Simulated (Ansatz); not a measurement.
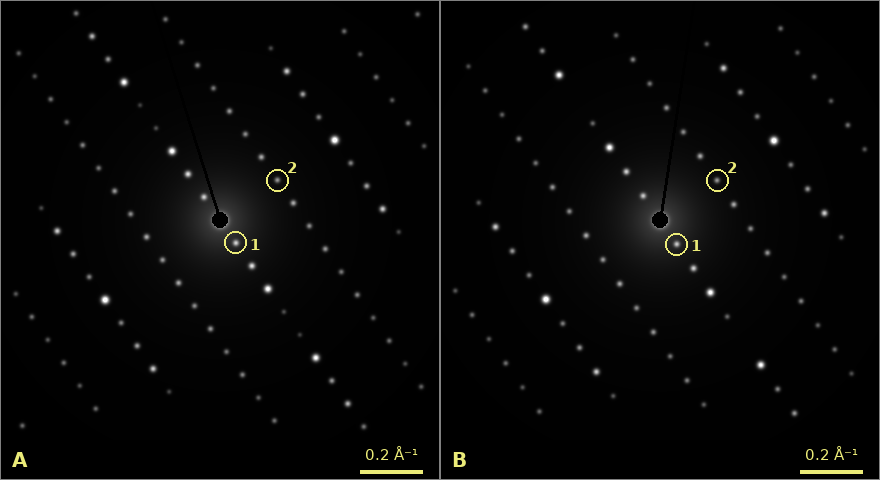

Kinematic electron diffraction patterns (300 kV, B = 0.5 Å², same scale) along [010] of the run's own cell, for the start and the end of one relaxation of AgPtBr5 with DFT PBE, scalar-relativistic, plane waves, PAW in Ansatz 0.2.0. k mesh 8×8×4. The start is a generated model structure, and the relaxation ends in the nearest stationary point of its symmetry, not necessarily the ground state. Spot 1 is 0 0 -1 and spot 2 is -1 0 0 in both.

Start structure:

```
CELL_PARAMETERS angstrom
4.41123 0.00000 0.00000
0.00000 4.41123 0.00000
0.00000 0.00000 10.41013
ATOMIC_POSITIONS crystal
Ag 0.50000 0.50000 0.00000
Pt 0.00000 0.00000 0.50000
Br 0.50000 0.00000 0.65616
Br 0.00000 0.50000 0.65616
Br 0.50000 0.00000 0.34384
Br 0.00000 0.50000 0.34384
Br 0.00000 0.00000 0.00000
```

Q: Which pattern belongs to the start structure, and which to the relaxed one?

A: B is the start: its cell gives d(1) = 10.410 Å, d(2) = 4.411 Å and an angle of 90.0°. A is the relaxed structure, with d(1) = 10.953 Å (+5.2 %), d(2) = 4.382 Å (-0.7 %) and 90.0°.

Q: Summarise the relaxation behind the change.

A: The volume changed by +3.8 % to 30.05 Å³ an atom; with the mean shift removed, the atoms moved by up to 0.06 Å relative to the cell (Br most); the space group stayed P4/mmm (No. 123); the free energy fell by 1.6 meV an atom. Relaxed cell: a = 4.382 Å, b = 4.382 Å, c = 10.953 Å, α = 90.00°, β = 90.00°, γ = 90.00°.
